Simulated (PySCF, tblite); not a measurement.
**C₄H₈B radical: geometry, infrared bands and EPR parameters**

What infrared bands and EPR parameters should C₄H₈B radical (`B[C](C)C=C`) show?

The runs use tblite 0.8.0 and PySCF 2.14.0, with density-fitted response routines of our own; the level of theory stands in each step. All values are computed, except where a source is named. Atoms are numbered from 0 throughout.

### Step 1. Starting geometry

13 atoms, charge 0, multiplicity 2; geometry from: force field or distance geometry start.

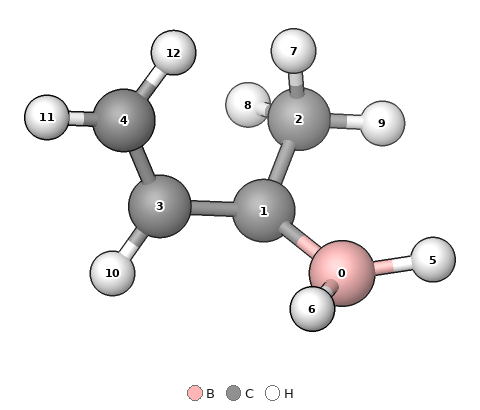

As it starts; boron pink, carbon grey, hydrogen white, atoms numbered.

### Step 2. Optimising the geometry with GFN2-xTB

What the job is given:

```
{"job": {"kind": "relax", "xc": "GFN2-xTB", "basis": "xTB"}, "charge": 0, "multiplicity": 2}
B     -1.259400     1.385500     0.241200
C     -0.527100     0.194500    -0.395700
C     -0.902800    -1.172100     0.018700
C      0.884600     0.417400    -0.737000
C      1.882700    -0.140200    -0.011300
H     -2.223300     1.277100     0.950100
H     -0.591300     2.362000     0.457300
H     -0.273900    -1.480500     0.883100
H     -0.688900    -1.882200    -0.807000
H     -1.966700    -1.248600     0.385700
H      1.113100     1.035600    -1.586300
H      2.922500     0.021100    -0.270600
H      1.626200    -0.769000     0.854100
```

Started as:

```console
$ OMP_NUM_THREADS=1 python probes_run.py task.json out
```

One launch serves the whole session: the jobs run in the order shown.

What it wrote:

```text
step      E/eV     max force
  0    -374.47662    1.440
  1    -374.58288    0.932
  2    -374.65262    0.813
  3    -374.69255    0.599
  4    -374.72203    0.499
  5    -374.74116    0.488
  6    -374.76460    0.500
  7    -374.78077    0.345
  8    -374.79490    0.326
  9    -374.81048    0.379
 10    -374.83308    0.588
 11    -374.86049    0.561
 12    -374.88368    0.342
 13    -374.89672    0.291
 14    -374.90509    0.275
 15    -374.91613    0.296
 16    -374.92815    0.336
 17    -374.93760    0.289
 18    -374.94477    0.195
 19    -374.95124    0.244
 20    -374.95801    0.229
 21    -374.96538    0.233
 22    -374.97254    0.236
 23    -374.98016    0.251
 24    -374.98930    0.237
 25    -374.99842    0.240
 26    -375.00694    0.309
 27    -375.01739    0.317
 28    -375.02944    0.425
 29    -375.04315    0.402
 30    -375.06043    0.307
 31    -375.07494    0.365
 32    -375.08526    0.259
 33    -375.09641    0.346
 34    -375.10801    0.255
 35    -375.12118    0.301
 36    -375.13482    0.354
 37    -375.14001    0.266
 38    -375.14570    0.211
 39    -375.14813    0.121
 40    -375.15116    0.157
 41    -375.15284    0.183
 42    -375.15492    0.178
 43    -375.15592    0.071
 44    -375.15653    0.065
 45    -375.15720    0.093
 46    -375.15786    0.095
 47    -375.15841    0.056
 48    -375.15880    0.050
 49    -375.15916    0.050
 50    -375.15956    0.060
 51    -375.16002    0.060
 52    -375.16050    0.058
 53    -375.16102    0.069
 54    -375.16163    0.058
 55    -375.16224    0.069
 56    -375.16271    0.069
 57    -375.16312    0.062
 58    -375.16356    0.049
 59    -375.16400    0.054
 60    -375.16439    0.051
 61    -375.16475    0.050
 62    -375.16521    0.053
 63    -375.16590    0.069
 64    -375.16667    0.069
 65    -375.16727    0.061
 66    -375.16773    0.060
 67    -375.16800    0.051
 68    -375.16824    0.042
 69    -375.16851    0.033
 70    -375.16873    0.035
 71    -375.16889    0.033
 72    -375.16901    0.028
 73    -375.16911    0.035
 74    -375.16924    0.041
 75    -375.16942    0.040
 76    -375.16963    0.033
 77    -375.16980    0.026
 78    -375.16988    0.015
 79    -375.16990    0.014
 80    -375.16993    0.014
 81    -375.16996    0.014
 82    -375.17001    0.016
 83    -375.17004    0.012
 84    -375.17005    0.007
```

Run time: 0.27 s. Hardware: 1 thread of Arm Neoverse V2, shared host.

Relaxation path: (not every step is listed)

```tsv
step	energy from step 0 (eV)	largest force (eV/Å)
0	0.0000	1.4403
1	-0.1063	0.9319
2	-0.1760	0.8132
3	-0.2159	0.5991
4	-0.2454	0.4992
5	-0.2645	0.4877
6	-0.2880	0.5002
7	-0.3041	0.3451
8	-0.3183	0.3256
15	-0.4395	0.2962
22	-0.4959	0.2356
29	-0.5665	0.4019
36	-0.6582	0.3538
43	-0.6793	0.0714
50	-0.6829	0.0599
57	-0.6865	0.0620
64	-0.6900	0.0691
71	-0.6923	0.0326
78	-0.6933	0.0154
79	-0.6933	0.0136
80	-0.6933	0.0143
81	-0.6933	0.0140
82	-0.6934	0.0161
83	-0.6934	0.0121
84	-0.6934	0.0069
```

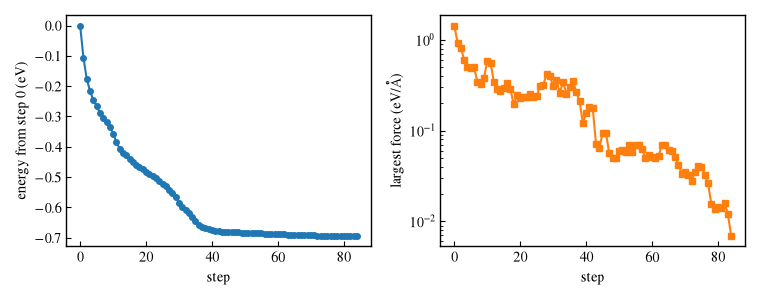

Energy and force, step by step.

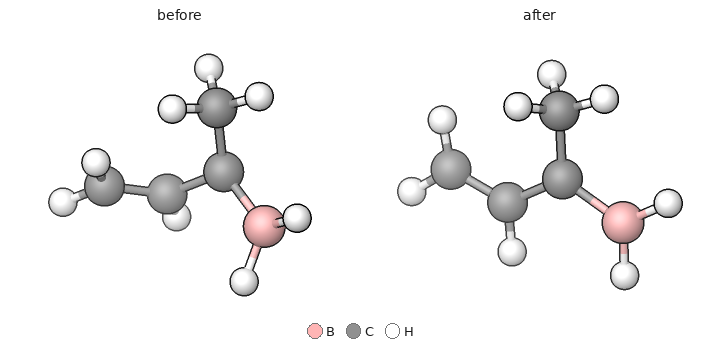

Before and after, at one scale.

Distances of close pairs at the start and the end, largest changes first:

```tsv
bond	before (Å)	after (Å)	change (Å)
C1–C3	1.469	1.416	-0.053
C2–H9	1.128	1.086	-0.042
B0–H6	1.203	1.172	-0.031
B0–H5	1.201	1.171	-0.030
C4–H12	1.100	1.076	-0.024
C2–H7	1.113	1.092	-0.021
C1–C2	1.477	1.496	+0.019
C2–H8	1.110	1.092	-0.018
```

The end geometry stands in the next job.

### Step 3. Vibrational analysis with GFN2-xTB

What the job is given:

```
{"job": {"kind": "ir", "xc": "GFN2-xTB", "basis": "xTB"}, "charge": 0, "multiplicity": 2}
B     -1.396246     1.432163     0.062528
C     -0.394525     0.279742     0.031892
C     -0.819673    -1.128645     0.300953
C      0.970809     0.525686    -0.251526
C      1.963829    -0.392302    -0.310314
H     -2.523059     1.228297     0.308763
H     -1.040949     2.526146    -0.160105
H     -0.290001    -1.533629     1.165286
H     -0.590162    -1.772634    -0.549933
H     -1.886932    -1.179261     0.495593
H      1.232506     1.559996    -0.437289
H      2.976742    -0.103761    -0.532478
H      1.793272    -1.441312    -0.141098
```

What it wrote:

```text
mode    cm-1     km/mol
  1      82.1      0.68
  2     137.5      0.55
  3     178.2      0.10
  4     278.2      0.58
  5     339.0      0.15
  6     357.9      0.25
  7     516.9      0.58
  8     568.3      2.12
  9     794.1    153.74
 10     799.5      4.95
 11     841.9     22.42
 12     842.2      8.83
 13     947.2      2.04
 14     977.7      9.11
 15     989.1      1.93
 16    1051.1      6.56
 17    1175.0     27.39
 18    1279.4     60.78
 19    1300.6     10.90
 20    1322.8     33.71
 21    1382.5     16.29
 22    1404.9     10.57
 23    1473.6      4.25
 24    1480.9      6.15
 25    1527.1      4.87
 26    2620.0    172.29
 27    2645.8    172.30
 28    2968.5     22.51
 29    2984.8     14.69
 30    3053.7     35.93
 31    3056.4     18.01
 32    3110.1     10.45
 33    3137.4     39.76
```

It took 0.19 s on 1 thread of Arm Neoverse V2, shared host.

The strongest bands and the atoms that carry them (share of the mass-weighted mode):

```tsv
cm⁻¹	km/mol	atoms
794	153.7	H5 33 %, H6 33 %, B0 26 %
1175	27.4	H5 34 %, H6 33 %, C1 16 %
1279	60.8	H10 35 %, C1 19 %, B0 18 %
1323	33.7	H10 27 %, C1 21 %, H12 13 %, C4 12 %
2620	172.3	H6 54 %, H5 41 %
2646	172.3	H5 51 %, H6 38 %, B0 11 %
3054	35.9	H10 91 %
3137	39.8	H12 52 %, H11 37 %
```

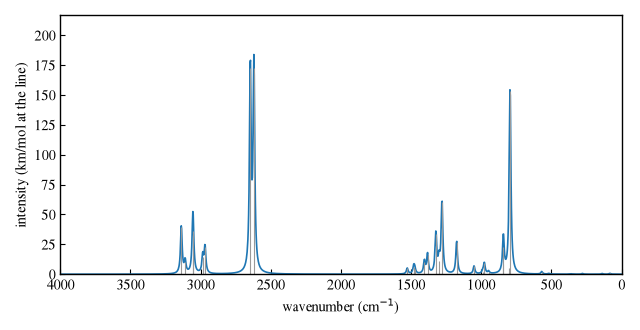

The infrared spectrum from these modes, unscaled. Lines are broadened to a width of 14 cm⁻¹ (Lorentzian).

### Step 4. EPR parameters: B3LYP/pcH-1

Same as in step 3 but for these lines:

```diff
@@ -1,2 +1,2 @@
-{"job": {"kind": "ir", "xc": "GFN2-xTB", "basis": "xTB"}, "charge": 0, "multiplicity": 2}
+{"job": {"kind": "epr", "basis": "pcH-1"}, "charge": 0, "multiplicity": 2}
 B     -1.396246     1.432163     0.062528
```

Level: UKS B3LYP, pcH-1 on B C H, non-relativistic, mean-field spin-orbit, GIAO.

What it wrote:

```text
UKS, coarse grid
  cycle   1  E = -182.00356069  |g| = 2.56e-01
  cycle   2  E = -182.00397452  |g| = 2.64e-01
  cycle   3  E = -182.04249992  |g| = 6.69e-02
  cycle   4  E = -182.04455425  |g| = 3.09e-02
  cycle   5  E = -182.04510073  |g| = 8.50e-03
  cycle   6  E = -182.04516917  |g| = 3.96e-03
  cycle   7  E = -182.04519466  |g| = 1.15e-03
  cycle   8  E = -182.04519699  |g| = 6.30e-04
UKS, final grid
  cycle   1  E = -182.04521582  |g| = 7.17e-04
  cycle   2  E = -182.04521574  |g| = 9.05e-04
  cycle   3  E = -182.04521614  |g| = 9.60e-05
  cycle   4  E = -182.04521615  |g| = 7.94e-05
  cycle   5  E = -182.04521616  |g| = 2.29e-05
  cycle   6  E = -182.04521616  |g| = 4.45e-06
E = -182.04521616 Eh   <S^2> = 0.7702 (exact 0.7500)
g shifts (ppm)      1          2          3
  rmc          -117       -117       -117
  gc             -4         22         29
  oz_so           1        276        668
  total        -120        181        580
hyperfine (MHz)  atom isotope    a_iso     a_fc   dipolar eigenvalues
    0   11B      -5.01      -5.01    -11.97     -7.33     19.30
    1   13C      33.94      33.94    -41.80    -40.73     82.52
    2   13C     -17.28     -17.28     -1.02      0.27      0.76
    3   13C     -37.41     -37.41    -24.51      9.32     15.18
    4   13C      39.95      39.95    -38.91    -37.42     76.33
    5    1H     -11.34     -11.34     -6.73     -1.66      8.38
    6    1H     -11.37     -11.37     -6.70     -1.59      8.29
    7    1H      60.45      60.45     -3.39     -1.13      4.52
    8    1H      58.59      58.59     -3.43     -1.07      4.51
    9    1H       0.96       0.96     -2.79     -2.72      5.51
   10    1H       9.62       9.62     -4.66     -2.42      7.08
   11    1H     -31.71     -31.71    -18.78     -0.71     19.49
   12    1H     -30.76     -30.76    -16.17     -1.15     17.32
```

It took 23 s on 1 thread of Arm Neoverse V2, shared host; peak memory 0.72 GiB.

Principal g values 2.00220, 2.00250, 2.00290; g(iso) = 2.00253, against 2.00232 for a free electron.

Mean a(iso) over the nuclei that a row names, and the largest dipolar term of the row (other rows stand at the frozen geometry):

```tsv
nuclei	isotope	a(iso) (MHz)	a(iso) (G, at g = 2.0023)	largest dipolar term (MHz)
H7, H8, H9	1H	40.0	14.3	5.5
C4	13C	40.0	14.3	76.3
C3	13C	-37.4	-13.3	-24.5
C1	13C	33.9	12.1	82.5
H11	1H	-31.7	-11.3	19.5
H12	1H	-30.8	-11.0	17.3
C2	13C	-17.3	-6.2	-1.0
H5, H6	1H	-11.4	-4.1	8.4
H10	1H	9.6	3.4	7.1
B0	11B	-5.0	-1.8	19.3
```

Mulliken spin populations:

B0 0.20; C1 0.57; C2 -0.05; C3 -0.24; C4 0.52; H5 -0.01; H6 -0.01; H7 0.03; H8 0.03; H9 0.00; H10 0.01; H11 -0.02; H12 -0.02

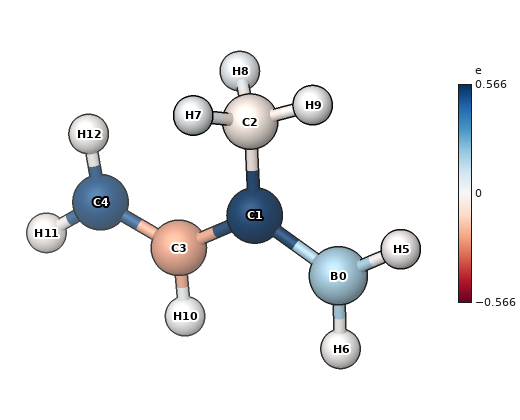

Mulliken spin populations, as colours on the atoms.

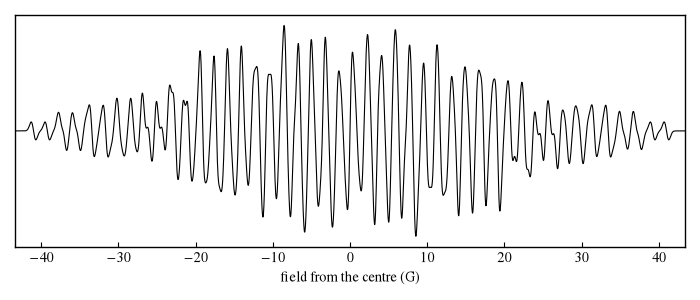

First-order isotropic spectrum (first derivative, main isotopes with spin only, couplings over 0.8 MHz, Gaussian width 0.3 G; couplings of the frozen geometry, rotation of groups not averaged beyond the rows shown).

The fields below are evaluated on a grid from the run's orbitals.

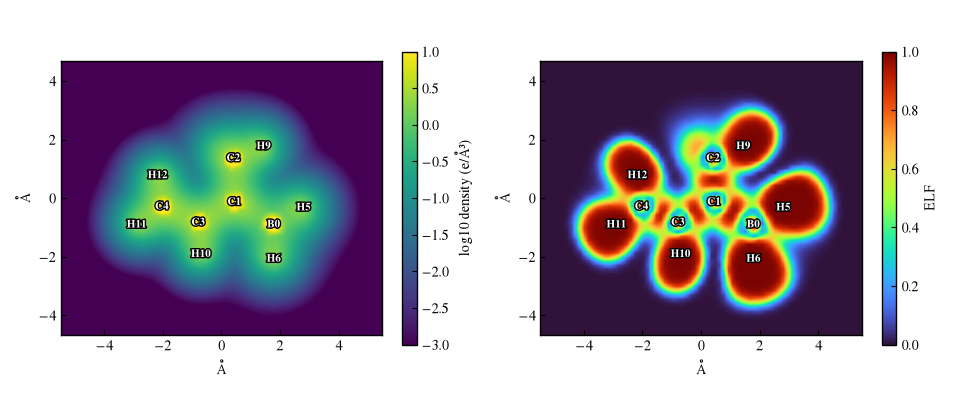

Density (left) and ELF (right) in a plane through or near 11 of the atoms.

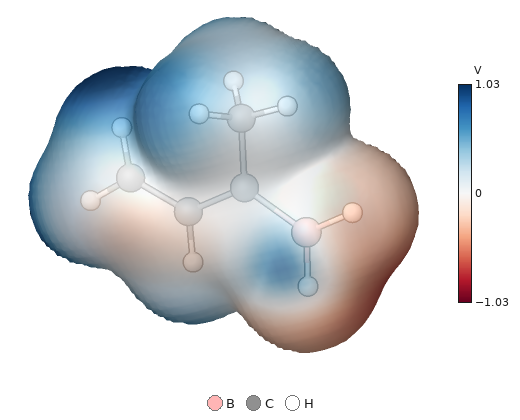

Electrostatic potential on the surface of density 0.002 e/bohr³; red is low, blue high. It runs from -0.59 to 1.03 V.

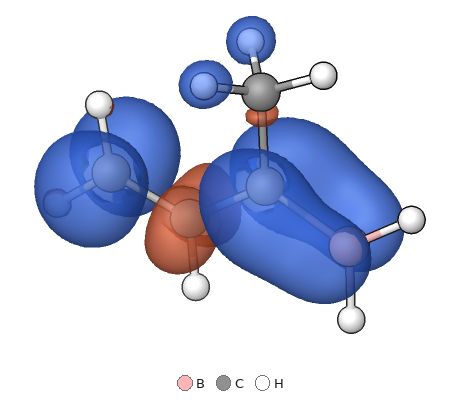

Spin density at ±0.02 e/Å³ (alpha excess blue, beta excess red).

### Step 5. Results

| quantity | value |
| --- | --- |
| strongest single infrared mode (GFN2-xTB) | 2646 cm⁻¹, 172 km/mol |
| zero-point energy (GFN2-xTB) | 65.2 kcal/mol |
| g(iso) (B3LYP) | 2.00253 |
| ⟨S²⟩ | 0.770 (exact 0.75) |
| largest a(iso) (averaged by class) | 1H on H7, H8, H9, 40.0 MHz |
| potential on the surface of density 0.002 e/bohr³, 1st and 99th percentile | -0.59 V and 1.03 V |

The optimisation took 84 steps and gained 0.693 eV; among the close pairs (by a distance rule), C1–C3 changed most, from 1.469 to 1.416 Å. No mode is imaginary among the 33: a minimum at this level. The strongest single mode, at 2646 cm⁻¹, moves mainly H5 and H6. Unscaled tight-binding wavenumbers are off by several per cent, some by more. Its intensities can rank the bands wrongly. The largest spin populations lie on C1 (0.57 e), C4 (0.52 e). The isotropic g lies 0.2 ppt above the free-electron value. These values are for one conformer; the search (at its own cheap level) found 1 more, at 0.53 kcal/mol, and measured spectra average over such forms.
